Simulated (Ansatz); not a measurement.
# One shape, several levels: BH5S (B(H2S)H3)

Aim: a comparison of 6 runs (BLYP/STO-3G, UB3LYP/STO-3G, UPBE/STO-3G, UPBE0/STO-3G, r2SCAN0/STO-3G, RPA@PBE/STO-3G) of BH5S (B(H2S)H3). 

The results are computed with Ansatz 0.2.0.

43 further runs of the same task are left out: 43 set aside as unsound or not needed.

### Step 1. The molecule

The species is BH5S (7 atoms), meant as a singlet with charge 0. SMILES: `[H]B([H])([H])<-S`. The S2–B1 distance was set to 5.099 Å, away from the relaxed value. At this shape a bond of the SMILES string is far longer than usual.

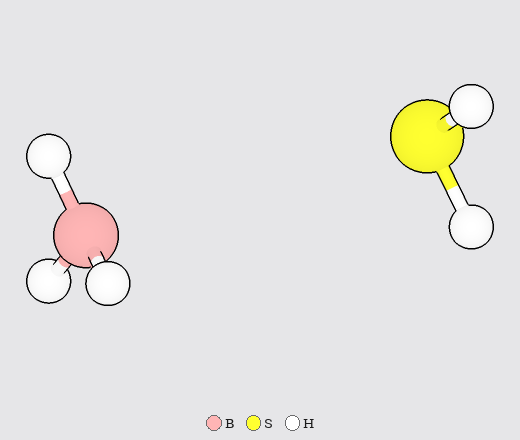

Viewed from a chosen angle; boron pink, sulfur yellow, hydrogen white.

### Step 2. A single-point energy at BLYP/STO-3G (run 1)

job.yaml

```yaml
crystal:
  periodic: [false, false, false]
  atoms:
    - {symbol: B, position_ang: [0.118000, -0.196135, -3.876323]}
    - {symbol: S, position_ang: [0.134050, -0.231310, 1.222430]}
    - {symbol: H, position_ang: [0.506250, 1.037510, 1.415020]}
    - {symbol: H, position_ang: [-1.154430, 0.067690, 1.414850]}
    - {symbol: H, position_ang: [1.270560, -0.195875, -4.134853]}
    - {symbol: H, position_ang: [-0.462630, 0.800675, -4.140993]}
    - {symbol: H, position_ang: [-0.450330, -1.198145, -4.137063]}
basis:
  gaussian: {orbitals: STO-3G}
hamiltonian: {xc: {name: BLYP}}
accuracy: high
```

Started as:

```sh
ansatz run job.yaml --threads 1 --pin off --max-ram 2610MiB --events-out events.jsonl --progress --plain --runs-dir runs
```

Standard output:

```text
Warning: RAYON_NUM_THREADS=1 ignored (pool sized by the plan → 1); use --threads N
Functional definition: BLYP
  name "BLYP"
  parameter beta = 0.0042
  parameter a = 0.04918
  parameter b = 0.132
  parameter c = 0.2533
  parameter d = 0.349
  exchange = b88_x(beta = beta)
  correlation = lyp_c(a = a, b = b, c = c, d = d)
276 factors; integrals over basis functions are off by at most 2.1e-8 eV
mean field evaluation 1: about -11459.6161 eV, gradient 9.1e0 eV
mean field evaluation 2: about -11459.7370 eV, gradient 7.0e0 eV
mean field evaluation 4: about -11459.9186 eV, gradient 2.7e-1 eV
mean field evaluation 8: about -11459.8573 eV, gradient 2.7e-4 eV
mean field evaluation 16: about -11459.8573 eV, gradient 5.1e-9 eV
mean field -11459.85726686 eV, -421.1419867870 hartree, gradient 5.1e-9 eV, S^2 0.000000; 0 other end points of the search recorded, 0 dependent functions left out
reference -11459.85731584 eV, -421.1419885870 hartree; 13, 13 occupied and 6, 6 virtual orbitals, 276 factors
Total energy: -11459.85731584 eV, -421.1419885870 hartree
```

Run time: 0.92 s. Hardware: 1 thread of Arm Neoverse V2, shared host; peak memory 0.097 GiB.

### Step 3. The energy at UB3LYP/STO-3G (run 2)

input.yaml

```yaml
crystal:
  periodic: [false, false, false]
  atoms:
    - symbol: B
      position_ang: [0.118000, -0.196135, -3.876323]
    - symbol: S
      position_ang: [0.134050, -0.231310, 1.222430]
    - symbol: H
      position_ang: [0.506250, 1.037510, 1.415020]
    - symbol: H
      position_ang: [-1.154430, 0.067690, 1.414850]
    - symbol: H
      position_ang: [1.270560, -0.195875, -4.134853]
    - symbol: H
      position_ang: [-0.462630, 0.800675, -4.140993]
    - symbol: H
      position_ang: [-0.450330, -1.198145, -4.137063]
basis:
  gaussian: {orbitals: STO-3G}
magnetization: {spin_polarized: true}
hamiltonian: {xc: {name: B3LYP}}
accuracy: high
```

Started as:

```sh
ansatz run input.yaml --threads 1 --pin off --max-ram 2610MiB --events-out events.jsonl --progress --plain --runs-dir runs
```

Standard output:

```text
Warning: RAYON_NUM_THREADS=1 ignored (pool sized by the plan → 1); use --threads N
Functional definition: B3LYP
  name "B3LYP"
  parameter a0 = 0.2
  parameter ax = 0.72
  parameter ac = 0.81
  exchange = (1 - a0 - ax)*slater_x + ax*b88_x + a0*exact_x
  correlation = (1 - ac)*vwn_rpa_c + ac*lyp_c
276 factors; integrals over basis functions are off by at most 2.1e-8 eV
mean field evaluation 1: about -11461.9431 eV, gradient 6.4e0 eV
mean field evaluation 2: about -11462.1794 eV, gradient 3.6e0 eV
mean field evaluation 4: about -11462.2751 eV, gradient 1.4e-1 eV
mean field evaluation 8: about -11462.2274 eV, gradient 1.3e-3 eV
mean field evaluation 16: about -11462.2274 eV, gradient 2.2e-8 eV
mean field -11462.22736984 eV, -421.2290864650 hartree, gradient 2.2e-8 eV, S^2 0.000000; 0 other end points of the search recorded, 0 dependent functions left out
reference -11462.22740577 eV, -421.2290877851 hartree; 13, 13 occupied and 6, 6 virtual orbitals, 276 factors
Total energy: -11462.22740577 eV, -421.2290877851 hartree
```

Run time: 1.8 s. Hardware: 1 thread of Arm Neoverse V2, shared host; peak memory 0.13 GiB.

Runs 3 to 5 aren't shown in full; the table further down has their settings and results.

### Step 4. The energy at RPA@PBE/STO-3G (run 6)

run.yaml

```yaml
crystal:
  periodic: [false, false, false]
  atoms:
    - {symbol: B, position_ang: [0.118000, -0.196135, -3.876323]}
    - {symbol: S, position_ang: [0.134050, -0.231310, 1.222430]}
    - {symbol: H, position_ang: [0.506250, 1.037510, 1.415020]}
    - {symbol: H, position_ang: [-1.154430, 0.067690, 1.414850]}
    - {symbol: H, position_ang: [1.270560, -0.195875, -4.134853]}
    - {symbol: H, position_ang: [-0.462630, 0.800675, -4.140993]}
    - {symbol: H, position_ang: [-0.450330, -1.198145, -4.137063]}
basis:
  gaussian: {orbitals: STO-3G}
total_charge: 0
hamiltonian: {xc: pbe}
correlation: {method: rpa, frozen_orbitals: {B: 1, H: 0, S: 5}}
accuracy: high
```

Started as:

```sh
ansatz run run.yaml --threads 1 --pin off --max-ram 2610MiB --events-out events.jsonl --progress --plain --runs-dir runs
```

Standard output:

```text
Warning: RAYON_NUM_THREADS=1 ignored (pool sized by the plan → 1); use --threads N
Functional definition: PBE
  name "PBE"
  parameter kappa = 0.804
  parameter beta = 0.06672455060314922
  exchange = pbe_x(kappa = kappa, mu = beta*pi^2/3)
  correlation = pbe_c(beta = beta)
276 factors; integrals over basis functions are off by at most 2.1e-8 eV
mean field evaluation 1: about -11454.7828 eV, gradient 8.5e0 eV
mean field evaluation 2: about -11454.7203 eV, gradient 8.5e0 eV
mean field evaluation 4: about -11454.9871 eV, gradient 2.9e-1 eV
mean field evaluation 8: about -11454.9874 eV, gradient 3.7e-4 eV
mean field evaluation 16: about -11409.9245 eV, gradient 3.5e1 eV
mean field -11454.98742030 eV, -420.9630232266 hartree, gradient 5.9e-8 eV, S^2 0.000000; 0 other end points of the search recorded, 0 dependent functions left out
6 core orbitals not correlated: weight in the atoms' cores, before any rotation towards them, 1.000 or more for the frozen orbitals, at most 0.000 for the correlated occupied ones
reference -11438.52147890 eV, -420.3579110413 hartree; 7, 7 occupied and 6, 6 virtual orbitals, 276 factors
Total energy: -11442.89704461 eV, -420.5187101151 hartree
```

Wall time 1.3 s (1 thread of Arm Neoverse V2, shared host); peak memory 0.1 GiB.

### Step 5. Overview of the runs

| run | level | frozen core orbitals | energy (Eh) | wall time |
| --- | --- | --- | --- | --- |
| 1 | BLYP/STO-3G | – | -421.141989 | 0.92 s |
| 2 | UB3LYP/STO-3G | – | -421.229088 | 1.8 s |
| 3 | UPBE/STO-3G | – | -420.963023 | 1.5 s |
| 4 | UPBE0/STO-3G | – | -421.039702 | 1.6 s |
| 5 | r2SCAN0/STO-3G | – | -421.183170 | 2.4 s |
| 6 | RPA@PBE/STO-3G | 6 | -420.518710 | 1.3 s |

### Step 6. Summary of results

| quantity | value |
| --- | --- |
| run 6: total energy | -420.51871 Eh |
| run 6: RPA correlation energy (valence) | -160.8 mEh |

What this shows: Totals of different functionals can't be ranked against each other. In runs 1, 2, 3, 4, 5, 6 the basis is minimal, so the values are rough. All runs together took 9.5 s, the longest 2.4 s.
